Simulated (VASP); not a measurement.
Band structure of KF (rock salt). Method: RPBE GGA, VASP's PBE PAW potentials (set 64) (plane waves; VASP).

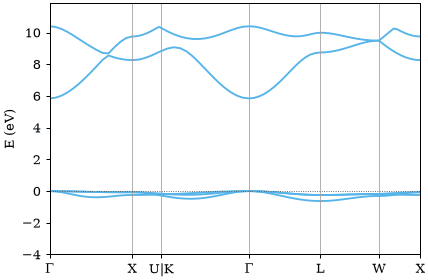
*Bands along high-symmetry lines, zero at the valence-band maximum or, without a gap, the Fermi level*

**Question.** Read the plot: is there a gap, and where are the band edges?

**Answer.** The gap is direct, 5.85 eV, from the valence maximum at Γ to the conduction minimum at Γ. (Edges off the drawn lines would not show.)

Measured: gap 10.90 eV (computed value off by -5.05 eV), as given by David Koller et al., Journal of Physics Condensed Matter (2013), arXiv:1304.4470.

The compound is KF in the rock salt structure. It was relaxed first, which changed the volume by +13 %.
